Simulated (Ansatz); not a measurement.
The calculation's input:

```
crystal:
  periodic: [false, false, false]
  atoms:
    - {symbol: Si, position_ang: [-0.709350, -0.110690, -0.109652]}
    - {symbol: C, position_ang: [0.568690, -1.475324, -0.018490]}
    - {symbol: H, position_ang: [-1.401762, -0.164722, -1.429382]}
    - {symbol: H, position_ang: [-1.743092, -0.325994, 0.943519]}
    - {symbol: C, position_ang: [0.071731, 1.575242, 0.117413]}
    - {symbol: H, position_ang: [0.105824, -2.455892, -0.151056]}
    - {symbol: H, position_ang: [1.326106, -1.352244, -0.796768]}
    - {symbol: H, position_ang: [1.075655, -1.470067, 0.949748]}
    - {symbol: H, position_ang: [0.819195, 1.765775, -0.656847]}
    - {symbol: H, position_ang: [-0.679493, 2.366375, 0.062356]}
    - {symbol: H, position_ang: [0.566495, 1.647439, 1.089257]}
basis:
  gaussian: {orbitals: def2-TZVPP}
hamiltonian: {xc: pbe0, dispersion: d4}
output: {orbitals: {seedname: orbitals}}
```

Launched as:

```sh
ansatz run in.yaml --threads 2 --pin off --events-out ev --progress --plain --max-ram 4352MiB
```

The reactant side of a reaction path; geometry: PBE0-D4/def2-TZVP.

The calculation used RKS PBE0-D4/def2-TZVPP (Ansatz).

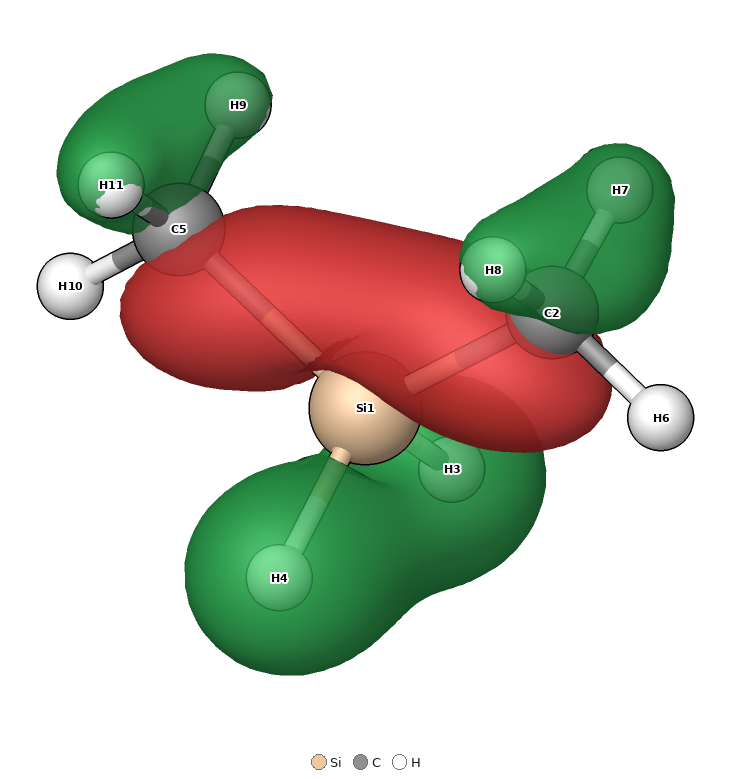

C2H8Si. The HOMO−1 at ±0.15 Å⁻³ᐟ² (green and red are the two phases), seen at a tilt.

What is the character of this orbital?

Answer. Its weight (Hirshfeld) is mainly on Si1 (about 30 %), C2 (about 15 %), C5 (about 15 %), H3 (about 10 %) and H4 (about 10 %). Its energy is −8.90 eV.
